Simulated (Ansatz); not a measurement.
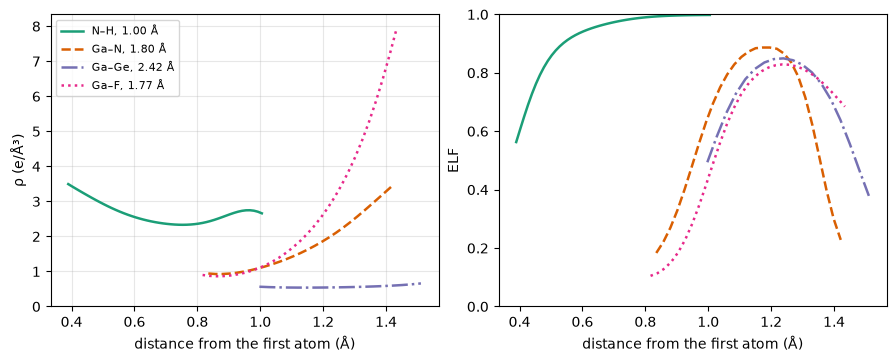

*FGaGeH5N (SMILES [NH2][Ga]([F])[GeH3]). Total electron density and electron localisation function along straight lines between neighbouring atoms. The curves leave out the atomic cores.*

Geometry: PBE0-D4/def2-TZVP.

Computed with Ansatz, RKS PBE0-D4/def2-TZVPP.

```xyz
9

N     0.5488    1.9331   -0.6172
Ga    0.7146    0.1621   -0.3122
F     2.3029   -0.4263   -0.8098
Ge   -0.8629   -1.4074    0.6316
H    -0.2725    2.4732   -0.4083
H     1.2863    2.4869   -1.0197
H    -1.1773   -2.5165   -0.3833
H    -0.2765   -2.0524    1.8960
H    -2.1750   -0.6990    1.0058
```

Q: Compare the contacts.

A: N–H (1.00 Å): ρ is about 2.9 e/Å³ halfway; the ELF climbs to about 1 towards the hydrogen, as it does in any bond to H (an ordinary covalent bond to hydrogen).
Ga–N (1.80 Å): ρ is about 0.94 e/Å³ halfway; the ELF peaks at about 0.90 in the valence shell of N, 0.6 Å from its nucleus, and is about 0.35 at the midpoint.
Ga–Ge (2.42 Å): ρ at the midpoint is about 0.54 e/Å³; the ELF peaks at about 0.85 between the atoms (localised, covalent bonding).
Ga–F (1.77 Å): ρ is about 0.87 e/Å³ halfway; the ELF peaks at about 0.85 in the valence shell of F, 0.5 Å from its nucleus, and is about 0.15 at the midpoint.
